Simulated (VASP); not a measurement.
Shape and ions are relaxed at each volume.

Energy against volume of MgH2 (rutile). These are vdW-DF2, VASP's PBE PAW potentials (set 64) (plane waves; VASP) values and carry that method's errors.

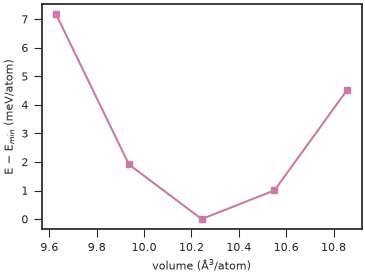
Energy against volume

Task: Estimate the equilibrium volume and the bulk modulus.

Result: The minimum lies near 10.3 Å³/atom, and the curvature gives B0 of about 50 GPa.

The compound is MgH2 in the rutile structure. It was relaxed first.
